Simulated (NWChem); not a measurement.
# C3H8OSi (SMILES C=CCO[SiH3]) at 4 levels

We compute a comparison of 4 runs (HF/STO-3G, HF/3-21G, B3LYP/6-31G*) of C3H8OSi. 

The results are computed with NWChem 7.3.0.

## (1) The structure to begin with

C3H8OSi has 13 atoms, charge 0, and is taken as a singlet. SMILES: `C=CCO[SiH3]`. The coordinates come from a PBE0-D4/def2-TZVP relaxation. This is one conformer, not always the lowest.

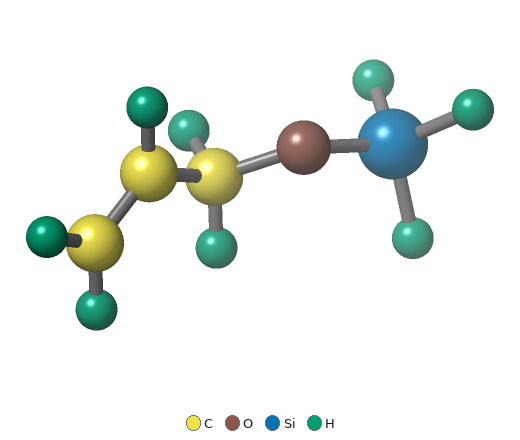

The structure, seen from a chosen angle (carbon yellow, oxygen brown, silicon blue, hydrogen teal).

## (2) Energy and gradient at HF/STO-3G (run 1)

The input, c3h8osi.nw:

```
start c3h8osi
memory total 2200 mb

geometry noautosym nocenter noautoz
   C       -1.273400       1.256000       1.864400
   C       -0.156600       1.000000       1.201200
   C       -0.115900       0.405500      -0.163400
   O        0.762400      -0.704600      -0.170800
   Si       1.032100      -1.600500      -1.521700
   H       -1.260200       1.716800       2.845100
   H       -2.246600       1.015600       1.447200
   H        0.811200       1.233900       1.637800
   H        0.239100       1.158800      -0.882800
   H       -1.126100       0.105000      -0.471100
   H        1.584800      -0.754700      -2.617400
   H       -0.233700      -2.215400      -2.011100
   H        2.003200      -2.651400      -1.142400
end

basis spherical bse
   * library STO-3G
end

scf
   thresh 1e-08
   maxiter 80
   noprint "final vectors analysis"
end

task scf gradient
```

Run with:

```sh
$ nwchem c3h8osi.nw > c3h8osi.out
```

Output:

```text
[...]
  functions       =    37
[...]
  wavefunction    = RHF
[...]
         Total SCF energy =   -476.279612896164
      One-electron energy =  -1094.741992583017
      Two-electron energy =    398.943450377877
 Nuclear repulsion energy =    219.518929308976
        Time for solution =      2.8s
[...]
                         RHF ENERGY GRADIENTS
    atom               coordinates                        gradient
                 x          y          z           x          y          z
   1 C      -2.406377   2.373496   3.523205   -0.019814   0.005051   0.011456
   2 C      -0.295931   1.889726   2.269939    0.021195  -0.018967  -0.040934
   3 C      -0.219019   0.766284  -0.308781   -0.002142   0.017502   0.038726
   4 O       1.440727  -1.331501  -0.322765   -0.008398  -0.001499  -0.031525
   5 Si      1.950386  -3.024506  -2.875596   -0.001702   0.022003   0.048364
   6 H      -2.381433   3.244282   5.376459    0.001517   0.001736   0.001778
   7 H      -4.245458   1.919206   2.734811   -0.002694  -0.002208  -0.002594
   8 H       1.532946   2.331733   3.094993    0.002568   0.000106   0.001038
   9 H       0.451833   2.189814  -1.668250    0.003728  -0.003885   0.000665
  10 H      -2.128020   0.198421  -0.890250    0.002039  -0.004031   0.000516
  11 H       2.994838  -1.426176  -4.946169    0.011629   0.019307  -0.024322
[...]
```

Wall time 3.9 s (1 thread of AMD EPYC 9R14 (Zen 4), shared host); peak memory 0.1 GiB.

## (3) Energy and gradient at HF/3-21G (run 2)

The input, c3h8osi.xyz:

```xyz
13
C3H8OSi gradient
C     -1.273400     1.256000     1.864400
C     -0.156600     1.000000     1.201200
C     -0.115900     0.405500    -0.163400
O      0.762400    -0.704600    -0.170800
Si     1.032100    -1.600500    -1.521700
H     -1.260200     1.716800     2.845100
H     -2.246600     1.015600     1.447200
H      0.811200     1.233900     1.637800
H      0.239100     1.158800    -0.882800
H     -1.126100     0.105000    -0.471100
H      1.584800    -0.754700    -2.617400
H     -0.233700    -2.215400    -2.011100
H      2.003200    -2.651400    -1.142400
```

The input, run.py:

```python
from ase.io import read
from ase.calculators.nwchem import NWChem

molecule = read('c3h8osi.xyz')

calc = NWChem(
    label='c3h8osi',
    theory='scf',
    memory='2200 mb',
    basis='3-21G',
    basispar='spherical bse',
    scf={'nopen': '0', 'rhf': None, 'thresh': '1e-08', 'maxiter': '80'},
)
molecule.calc = calc

forces = molecule.get_forces()
print("Total energy (eV):", round(molecule.get_potential_energy(), 6))
print("forces (eV/A):")
for s, f in zip(molecule.symbols, forces):
    print(f"{s:2s} {f[0]:10.5f} {f[1]:10.5f} {f[2]:10.5f}")
print("dipole (e A):", molecule.get_dipole_moment().round(4))
```

Run with:

```sh
$ export ASE_NWCHEM_COMMAND="nwchem PREFIX.nwi > PREFIX.nwo"
$ python run.py
```

Output:

```text
Total energy (eV): -13046.213046
forces (eV/A):
C     0.21062   -0.00751   -0.17031
C    -0.11066    0.36936    0.88415
C    -0.72947    0.77215   -0.37826
O     0.08120    0.32165    0.86039
Si    0.48820   -1.02849   -0.94725
H    -0.04139   -0.20420   -0.37857
H     0.34684    0.11822    0.21710
H    -0.41981   -0.15139   -0.23181
H    -0.17849   -0.23459    0.25788
H     0.33573    0.13745    0.08757
H     0.02509   -0.03995   -0.02191
H     0.02854   -0.04021   -0.02910
H    -0.03636   -0.01239   -0.14995
dipole (e A): [-0.1655  0.1673 -0.1925]
```

The calculator wrote c3h8osi.nwi:

```
title "c3h8osi"

permanent_dir c3h8osi

scratch_dir c3h8osi

start c3h8osi

geometry units angstrom nocenter noautosym noautoz
  C  -1.2734000000000001e+00 1.2560000000000000e+00 1.8644000000000001e+00
  C  -1.5659999999999999e-01 1.0000000000000000e+00 1.2012000000000000e+00
  C  -1.1590000000000000e-01 4.0550000000000003e-01 -1.6339999999999999e-01
  O  7.6239999999999997e-01 -7.0460000000000000e-01 -1.7080000000000001e-01
  Si 1.0321000000000000e+00 -1.6005000000000000e+00 -1.5217000000000001e+00
  H  -1.2602000000000000e+00 1.7168000000000001e+00 2.8451000000000000e+00
  H  -2.2465999999999999e+00 1.0156000000000001e+00 1.4472000000000000e+00
  H  8.1120000000000003e-01 1.2339000000000000e+00 1.6377999999999999e+00
  H  2.3910000000000001e-01 1.1588000000000001e+00 -8.8280000000000003e-01
  H  -1.1261000000000001e+00 1.0500000000000000e-01 -4.7110000000000002e-01
  H  1.5848000000000000e+00 -7.5470000000000004e-01 -2.6173999999999999e+00
  H  -2.3369999999999999e-01 -2.2153999999999998e+00 -2.0110999999999999e+00
  H  2.0032000000000001e+00 -2.6514000000000002e+00 -1.1424000000000001e+00
end

memory 2200 mb

basis spherical bse noprint
   * library 3-21G
end

scf
  nopen 0
  rhf
  thresh 1e-08
  maxiter 80
end

task scf gradient
```

c3h8osi.nwo (excerpt; [...] marks lines left out):

```text
[...]
      One-electron energy =  -1095.300392148634
[... 1 line left out ...]
 Nuclear repulsion energy =    219.518929308975
[... 42 lines left out ...]
                       ROHF Final Molecular Orbital Analysis
[... 249 lines left out ...]
     1   1 0 0     -0.312802      0.000000     20.871835
[...]
  wavefunction    =   RHF
                         RHF ENERGY GRADIENTS
    atom               coordinates                        gradient
                 x          y          z           x          y          z
   1 C      -2.406377   2.373496   3.523205   -0.004096   0.000146   0.003312
   2 C      -0.295931   1.889726   2.269939    0.002152  -0.007183  -0.017194
   3 C      -0.219019   0.766284  -0.308781    0.014186  -0.015016   0.007356
[... 9 lines of this table left out ...]
  13 H       3.785499  -5.010419  -2.158823    0.000707   0.000241   0.002916
[...]
```

Wall time 4.8 s (1 thread of AMD EPYC 9R14 (Zen 4), shared host); peak memory 0.099 GiB.

Run 3 isn't shown in full; the table further down has it.

## (4) Energy and forces at B3LYP/6-31G(d) (Cartesian functions) (run 4)

The input, c3h8osi.nw:

```
start c3h8osi
memory 2200 mb

geometry units angstrom noautosym nocenter noautoz
  C    -1.273400    1.256000    1.864400
  C    -0.156600    1.000000    1.201200
  C    -0.115900    0.405500   -0.163400
  O     0.762400   -0.704600   -0.170800
  Si    1.032100   -1.600500   -1.521700
  H    -1.260200    1.716800    2.845100
  H    -2.246600    1.015600    1.447200
  H     0.811200    1.233900    1.637800
  H     0.239100    1.158800   -0.882800
  H    -1.126100    0.105000   -0.471100
  H     1.584800   -0.754700   -2.617400
  H    -0.233700   -2.215400   -2.011100
  H     2.003200   -2.651400   -1.142400
end

basis cartesian
  C library 6-31G*
  O library 6-31G*
  Si library 6-31G*
  H library 6-31G*
end

dft
  xc b3lyp
  grid fine
  convergence energy 1e-08
  maxiter 100
  mulliken
  noprint "final vectors analysis"
end

task dft gradient
```

Run with:

```sh
$ nwchem c3h8osi.nw > c3h8osi.out
```

Output (excerpt; [...] marks lines left out):

```text
[...]
          Wavefunction type:  closed shell.
          No. of atoms     :    13
          No. of electrons :    48
[...]
          Charge           :     0
          Spin multiplicity:     1
[...]
          AO basis - number of functions:    95
[...]
              XC Information
              --------------
                         B3LYP Method XC Potential
                     Hartree-Fock (Exact) Exchange  0.200
                        Slater Exchange Functional  0.800 local
                    Becke 1988 Exchange Functional  0.720 non-local
              Lee-Yang-Parr Correlation Functional  0.810
                  VWN I RPA Correlation Functional  0.190 local
[...]
 d= 0,ls=0.0,diis     1   -483.7636651644 -7.03D+02  1.27D-02  7.66D-01     2.5
[...]
 d= 0,ls=0.0,diis    11   -483.8408196096 -4.09D-10  1.54D-07  2.87D-10    21.1
         Total DFT energy =     -483.840819609634
      One electron energy =    -1099.451618343414
           Coulomb energy =      444.911651438525
    Exchange-Corr. energy =      -48.819782013720
 Nuclear repulsion energy =      219.518929308976
[...]
      Total Density - Mulliken Population Analysis
     ---------------------------------------------
[...]
  wavefunction    = closed shell
                         DFT ENERGY GRADIENTS
    atom               coordinates                        gradient
                 x          y          z           x          y          z
   1 C      -2.406377   2.373496   3.523205    0.006192  -0.001631  -0.004076
   2 C      -0.295931   1.889726   2.269939   -0.006083  -0.000125  -0.000992
   3 C      -0.219019   0.766284  -0.308781    0.003090  -0.003331   0.003571
   4 O       1.440727  -1.331501  -0.322765   -0.003548   0.000778  -0.008860
   5 Si      1.950386  -3.024506  -2.875596   -0.001322   0.004514   0.007083
   6 H      -2.381433   3.244282   5.376459    0.000775  -0.000881  -0.001803
   7 H      -4.245458   1.919206   2.734811    0.002008   0.000025  -0.000086
   8 H       1.532946   2.331733   3.094993   -0.001697  -0.000445  -0.000368
   9 H       0.451833   2.189814  -1.668250   -0.000349  -0.001144   0.001807
  10 H      -2.128020   0.198421  -0.890250    0.001675   0.000209   0.000961
  11 H       2.994838  -1.426176  -4.946169   -0.000664   0.000395   0.001231
[...]
```

It took 27 s on 1 thread of AMD EPYC 9R14 (Zen 4), shared host; peak memory 0.13 GiB.

## (5) Overview of the runs

```
run                               level  iteration cap  module  energy (Eh)  dipole moment (D)  largest force (eV/Å)  wall time
  1                           HF/STO-3G             80     scf  -476.279613               0.98                 2.734      3.9 s
  2                            HF/3-21G             80     scf  -479.439490               1.46                 1.481      4.8 s
  3  B3LYP/6-31G* (spherical functions)            100     dft  -483.835667               1.08                 0.492       26 s
  4  B3LYP/6-31G* (Cartesian functions)            100     dft  -483.840820               1.08                 0.492       27 s
```

## (6) What came out

| quantity | value |
| --- | --- |
| run 4: total energy | -483.84082 Eh |
| run 4: dipole moment | 1.08 D |
| run 4: largest force on an atom | 0.492 eV/Å |

The dipole moment (its size) runs from 0.98 D (HF/STO-3G) to 1.46 D (HF/3-21G). In run 1 the basis is minimal, so the values are rough. All runs together took 62 s, the longest 27 s.
